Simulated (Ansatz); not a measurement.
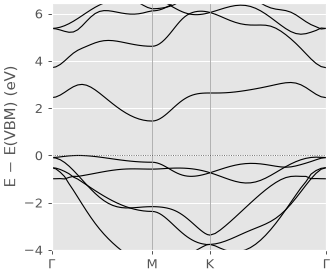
Band structure from LDA in the plane-wave PAW code Ansatz

Problem. Read off the gap and where the band edges lie.

Solution. About 1.5 eV (1.46 eV by a search for the band edges); maximum on the Γ–M line, 27 % of the way from Γ, minimum at M.

Problem. Pick the material that matches.
A. HfS2, 1T layer
B. ZrSe2, 1T layer
C. SnS2, 1T layer
D. SnSe2, 1T layer

Solution. C, SnS2, 1T layer

Space group P-3m1 (1T). A layer that has been made, often on a substrate. Symmetry was held in the LDA relaxation; whether a distortion lowers the energy is not shown. Spin–orbit coupling is left out wherever it is not named.

Potentials: the later of the program's two PAW sets.
